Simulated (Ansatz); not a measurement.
Band structure of AlN (F-43m, 2 atoms in the cell).

```
AlN
1.0
    0.00000     2.18399     2.18399
    2.18399     0.00000     2.18399
    2.18399     2.18399     0.00000
Al N
1 1
Direct
  0.00000   0.00000   0.00000
  0.75000   0.75000   0.75000
```

Method: PBE (plane waves, PAW; Ansatz, an electronic-structure program).

Settings: kpoints.mp_grid.grid = 9 9 9; hamiltonian.xc = pbe; hamiltonian.pseudopotentials = {kind: paw} (the program's default PAW files); scf.occupations.method = fixed; kpoints.band_path.npoints = 8.

The starting cell comes from a database of computed structures (which also holds hypothetical and non-ambient phases and stackings), without a prior relaxation at this level.

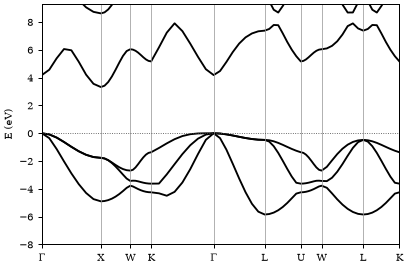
Fig. 1. Bands along the path, energies from the top of the valence band on the path.

Q: Read off roughly the gap and where its edges lie.

A: The gap along the path is about 3.3 eV (computed: 3.33 eV), from Γ to X; the smallest direct gap on it is 4.19 eV.

Levels in eV from the top of the valence band on the path, bands 1 to 7:
| point | 1 | 2 | 3 | 4 | 5 | 6 | 7 |
|---|---|---|---|---|---|---|---|
| Γ | -14.97 | 0.00 | 0.00 | 0.00 | 4.19 | 12.58 | 12.58 |
| X | -12.29 | -4.89 | -1.77 | -1.77 | 3.33 | 8.62 | 13.95 |
| W | -12.23 | -3.77 | -3.43 | -2.68 | 6.04 | 11.42 | 11.98 |
| K | -12.31 | -4.25 | -3.62 | -1.36 | 5.17 | 10.11 | 13.08 |
| L | -12.92 | -5.84 | -0.48 | -0.48 | 7.38 | 9.86 | 11.15 |
| U | -12.31 | -4.25 | -3.62 | -1.36 | 5.17 | 10.11 | 13.08 |

Keys are those of Ansatz 0.2.
